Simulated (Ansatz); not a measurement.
Input

```
crystal:
  periodic: [false, false, false]
  atoms:
    - {symbol: Cl, position_ang: [-0.684918, 0.140135, 1.437508]}
    - {symbol: Si, position_ang: [0.291938, -0.058185, -0.609695]}
    - {symbol: Cl, position_ang: [1.527026, -1.670242, -0.604556]}
    - {symbol: Cl, position_ang: [-1.153208, -0.304124, -2.015086]}
    - {symbol: Cl, position_ang: [1.357897, 1.624419, -1.005709]}
    - {symbol: H, position_ang: [-1.338735, 0.267896, 2.797537]}
basis:
  gaussian: {orbitals: def2-TZVPP}
magnetization: {spin_polarized: true, initial_magnetization: 1}
hamiltonian: {xc: pbe0, dispersion: d4}
output: {orbitals: {seedname: orbitals}}
```

Run with:

```sh
ansatz run in.yaml --threads 8 --pin off --events-out ev --progress --plain --max-ram 19148MiB
```

A transition-state structure; geometry: PBE0-D4/def2-TZVP.

The calculation used Ansatz, UKS PBE0-D4/def2-TZVPP.

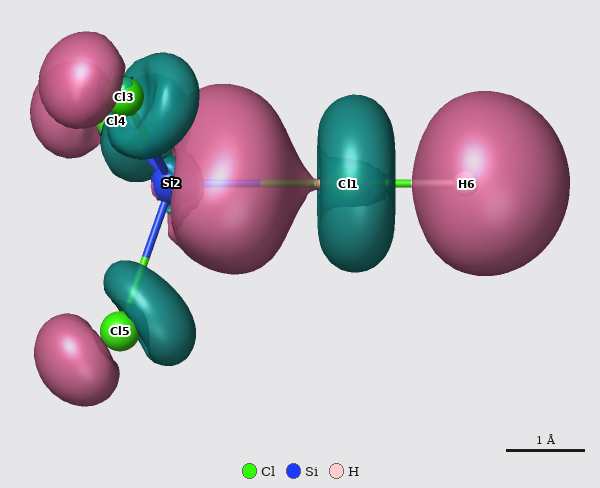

Cl4HSi (doublet). The HOMO (α) at ±0.1 Å⁻³ᐟ² (teal and pink are the two phases), seen across its widest extent.

Describe this orbital and give its energy.

It lies mainly on H6 (about 30 %), Cl1 (about 25 %), Si2 (about 25 %), Cl3 (about 5 %), Cl4 (about 5 %) and Cl5 (about 5 %). Its energy is −6.29 eV.
